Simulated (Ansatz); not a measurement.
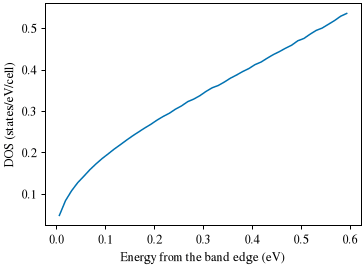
Density of states of BeS (F-43m) below the valence band maximum, HSE06, rigid bands run with Ansatz (a first-principles code); cell volume 28.3 Å³.

Q: What effective density of states at 300 K does this give (∫ g(E) exp(−E/k_BT) dE, both spins, divided by the cell's size)?

A: 8.0e19 cm⁻³, a density-of-states mass of 2.2 mₑ, valleys and band degeneracy included.

Spin-orbit coupling is left out; where it splits the top of the valence band, N_v and the p-type Seebeck coefficient come out somewhat high without it. Geometry: cell and atoms relaxed with PBEsol.
